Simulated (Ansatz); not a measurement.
# O6Si3: what the fields show

Input

```
crystal:
  periodic: [false, false, false]
  atoms:
    - {symbol: Si, position_ang: [-0.000191, -0.000007, 0.000139]}
    - {symbol: Si, position_ang: [-1.020003, 1.698904, -1.318722]}
    - {symbol: Si, position_ang: [1.020078, -1.698870, 1.318709]}
    - {symbol: O, position_ang: [-0.209613, 1.652515, 0.154860]}
    - {symbol: O, position_ang: [-0.518801, -1.027026, 1.214583]}
    - {symbol: O, position_ang: [-0.805138, 0.036821, -1.465894]}
    - {symbol: O, position_ang: [1.532974, -0.662284, 0.096932]}
    - {symbol: O, position_ang: [1.668428, -2.778572, 2.156497]}
    - {symbol: O, position_ang: [-1.667734, 2.778519, -2.157103]}
basis:
  gaussian: {orbitals: def2-TZVP, initial_orbitals: start.molden}
hamiltonian: {xc: pbe0, dispersion: d4}
scf: {omitted_lower_state_checks: [starts]}
output: {forces: true, orbitals: {seedname: orbitals}}
```

Run with:

```sh
ansatz run in.yaml --threads 4 --pin off --events-out ev --progress --plain --max-ram 4787MiB
```

Geometry: PBE0-D4/def2-SVP; not at a stationary point (largest force 0.8 eV/Å).

Level of theory: RKS PBE0-D4/def2-TZVP in Ansatz.

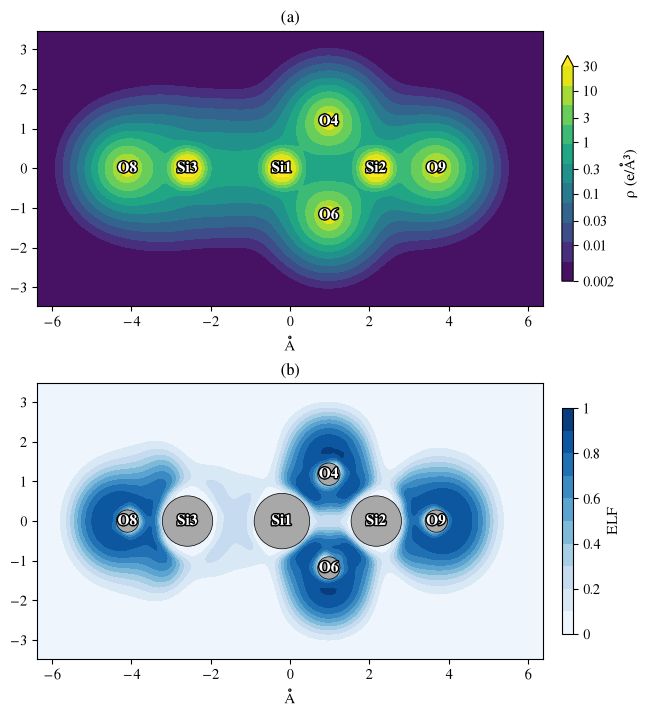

Figure 1. (a) electron density; (b) ELF on the plane of atoms Si3, Si1 and O6. Grey discs cover the atomic cores in the ELF map.

What does the map show?

Answer. The section cuts through Si and O sites.
Si–O (1.51 Å): ρ is about 1.5 e/Å³ halfway; the ELF peaks at about 0.80 in the valence shell of O, 0.6 Å from its nucleus, and is about 0.50 at the midpoint.
Si–Si (2.38 Å): ρ is about 0.51 e/Å³ halfway; the ELF is about 0.20 at the midpoint.
Si–O (1.67 Å): ρ is about 1.2 e/Å³ halfway; the ELF peaks at about 0.85 between the atoms; a shared but strongly polarised pair.
The ELF also peaks beside O6, O9, O8 and O4, away from the bonds: lone-pair regions.

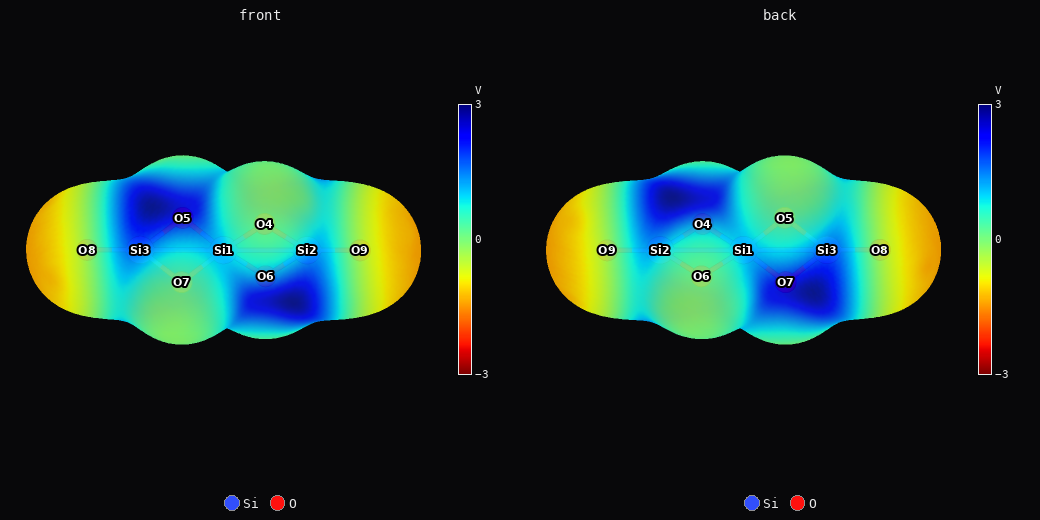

Figure 2. The electrostatic potential painted on the density surface at 0.001 e/bohr³, seen from the front and from behind; the colour scale runs from red (negative) to blue (positive).

Describe the electrostatic potential map.

Answer. The most negative region (about −1.4 V) lies over O8 and O9, the most positive (about +2.8 V) over Si2 and Si3.

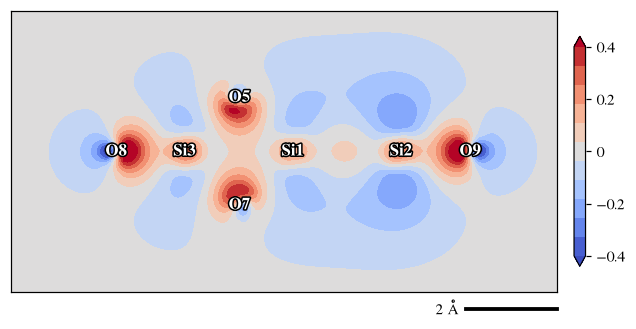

Figure 3. The LUMO on the plane of atoms O5, Si1 and O7 (values in Å⁻³ᐟ²; the overall sign is arbitrary).

Where does this orbital lie, and at what energy?

Answer. Its weight (Hirshfeld) is mainly on Si2 (about 25 %), Si3 (about 25 %), Si1 (about 15 %), O8 (about 5 %) and O9 (about 5 %). Its energy is −2.96 eV.
